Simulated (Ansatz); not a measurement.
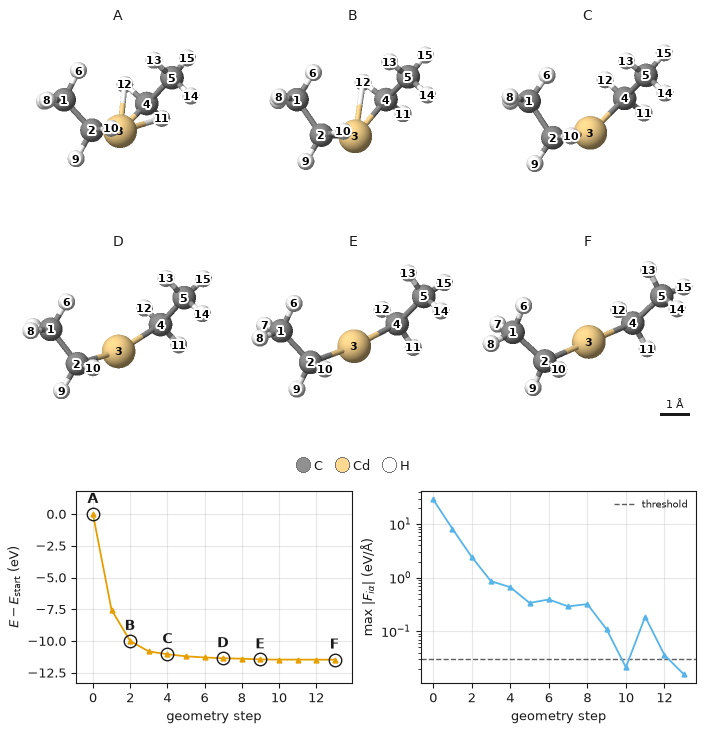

Frames of a relaxation of C$_{4}$H$_{10}$Cd (coarse preliminary run), marked on the history of the run. Style: ball-and-stick. Shown at a tilt.

The start comes from a force field.

Method: RKS PBE-D4/def2-SVP in Ansatz. Settings: force threshold 0.03 eV/Å; at most 200 steps.

What happens along the run?

Answer. The energy falls by 11.468 eV in 13 geometry steps. Largest force component: 29 eV/Å at the start, 0.016 eV/Å at the end. The forces were under the threshold at step 10, but the run went on from there. The largest moves after the best rigid fit, 1.39 Å, are those of H6 and H13. By element the largest moves are H 1.39 Å, C 0.96 Å, Cd 0.66 Å. Some distances before and after: Cd3–H12 2.033 → 2.692 Å, Cd3–C4 1.492 → 2.149 Å, Cd3–H11 2.075 → 2.696 Å, C2–Cd3 1.701 → 2.149 Å. Among the angles between lasting bonds that change: C2–Cd3–C4 133.9° → 179.8°, Cd3–C4–H12 99.0° → 107.0°, Cd3–C4–C5 122.5° → 115.2°. The run took of the order of 70 core-seconds on a shared host. From step 0 to 2: H11 moves most (0.39 Å), energy −9.994 eV. From step 2 to 4: H atoms move most (0.39 Å), energy −1.045 eV. From step 4 to 7: H6 moves most (0.56 Å), energy −0.316 eV. From step 7 to 9: H atoms move most (0.40 Å), energy −0.092 eV. From step 9 to 13: H atoms move most (0.30 Å), energy −0.020 eV.
